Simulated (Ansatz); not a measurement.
Cl3FHOTa···F (doublet)

```xyz
8

Ta    0.0892    0.0806   -0.2076
Cl    2.3408   -0.0554   -0.9084
F     0.7352    0.0245    1.5710
Cl   -0.4912   -0.0122   -2.4800
Cl   -0.9668    2.0884    0.1646
O    -0.9376   -1.4573    0.1526
H    -0.9814   -1.9447    0.9987
F     3.5505   -0.0998    0.9449
```

Core potentials replace the inner electrons of Ta.

The calculation used UKS PBE/def2-SVP in Ansatz 0.2.0.

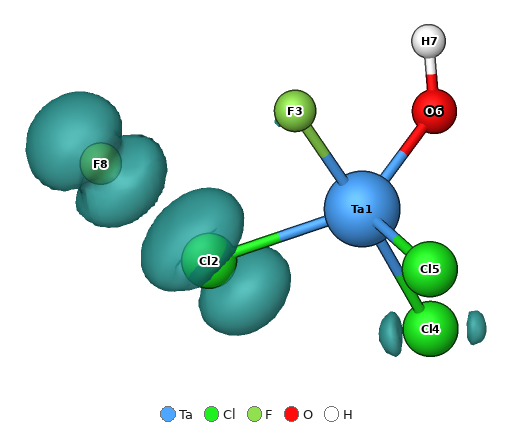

Figure 1. Isosurface of the spin density (α minus β) at +0.03 e/Å³ (teal), seen across its widest extent.

> Where is the unpaired spin?

The unpaired spin (1 electron) lies mostly on F8 (about 0.7) and Cl2 (about 0.3), in electrons by Hirshfeld's partition.

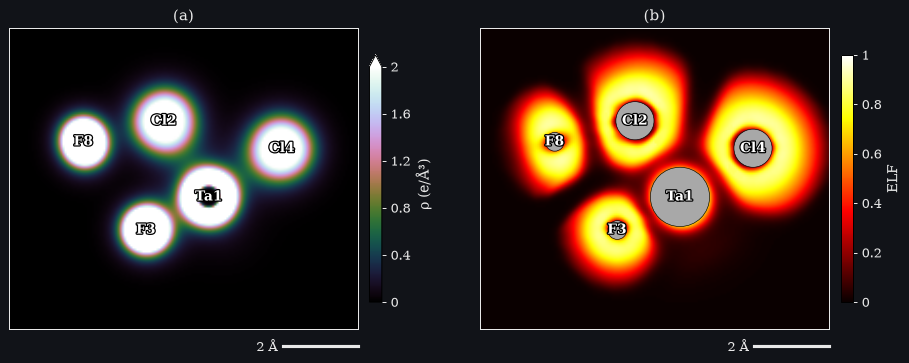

Figure 2. (a) electron density; (b) electron localisation function on the plane of atoms Cl2, Ta1 and F3. Grey discs cover the atomic cores in the ELF map.

> Describe what can be read from this map.

- The plane passes through Ta, Cl and F nuclei.
- Cl2···F8 (2.21 Å): the density falls to about 0.36 e/Å³ on the way; the ELF dips to about 0.15 between them.
- Ta–F (1.89 Å): ρ is about 0.98 e/Å³ halfway; the ELF peaks at about 0.85 in the valence shell of F, 0.5 Å from its nucleus, and drops to about 0.20 between the two atoms.
- Ta–Cl (2.35 Å): ρ at the midpoint is about 0.6 e/Å³; the ELF peaks at about 0.85 in the valence shell of Cl, 0.8 Å from its nucleus, and is about 0.30 at the midpoint.

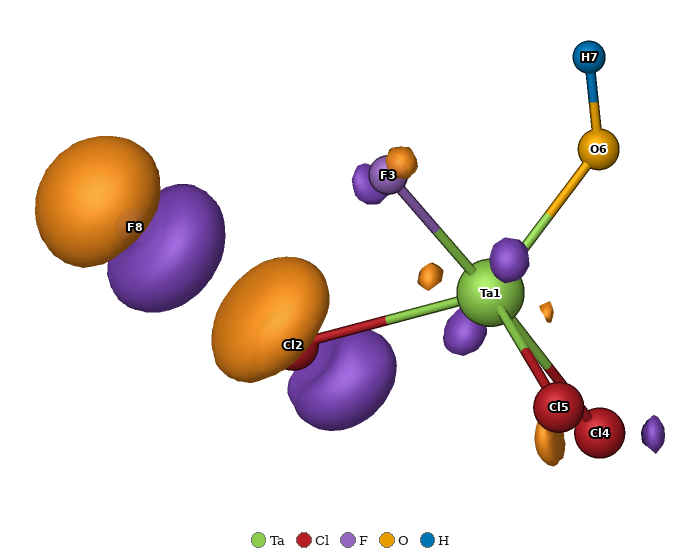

Figure 3. The LUMO (β) at ±0.2 Å⁻³ᐟ² (orange and purple are the two phases), seen at a tilt.

> Where does this orbital lie, and at what energy?

It lies mainly on F8 (about 60 %), Cl2 (about 20 %), Ta1 (about 10 %) and Cl4 (about 5 %). Its energy is −5.64 eV.
